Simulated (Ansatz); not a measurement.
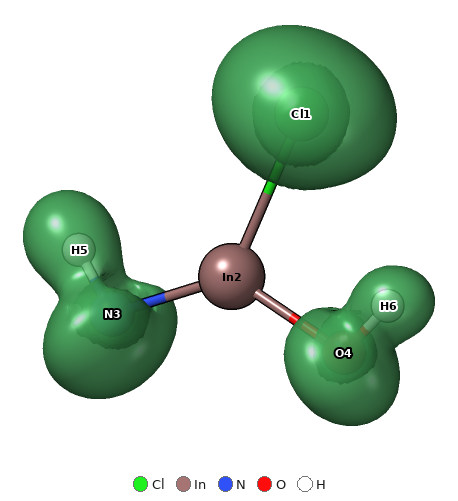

Figure. ClH$_{2}$InNO (SMILES [NH-][In]([OH])[Cl]) (charge −1). Isosurface of the electron localisation function at 0.75 (green), seen at an oblique angle. Core shells and regions of very low density are left out.

Geometry: B3LYP-D3(BJ)/def2-SVPD; core potentials replace the inner electrons of In.

All numbers below come from isolated molecule in a Gaussian basis; Kohn-Sham density functional theory, functional PBE0 in Ansatz.

Input file:

```
basis:
  gaussian: {orbitals: def2-TZVPD}
crystal:
  periodic: [false, false, false]
  atoms:
    - {symbol: Cl, position_ang: [2.724241, 0.158820, 1.706203]}
    - {symbol: In, position_ang: [0.668653, -0.676549, 0.433929]}
    - {symbol: N, position_ang: [-1.244582, -0.126283, 0.475743]}
    - {symbol: O, position_ang: [1.720232, -2.103275, -0.626746]}
    - {symbol: H, position_ang: [-1.278973, 0.636625, 1.169231]}
    - {symbol: H, position_ang: [2.637991, -2.030228, -0.335022]}
total_charge: -1
hamiltonian: {xc: pbe0}
output: {forces: true, orbitals: {seedname: orbitals}}
```

Command:

```sh
ansatz run input.yaml --threads 2 --pin off --max-ram 4350MiB --events-out events.jsonl --progress --plain --runs-dir runs
```

What do the ELF domains correspond to?

Answer. At this value the surface marks out one region wrapped around Cl (its valence shell), one joined region spread over several atoms (H, N), in which their bonds and any lone pairs are merged and one joined region spread over several atoms (H, O), in which their bonds and any lone pairs are merged.

Values along the shortest contacts:
In–N (1.99 Å): the ELF peaks at about 0.75 in the valence shell of N, 0.6 Å from its nucleus, and drops to about 0.20 between the two atoms. In–O (2.07 Å): the ELF peaks at about 0.85 in the valence shell of O, 0.6 Å from its nucleus, and drops to about 0.15 between the two atoms.
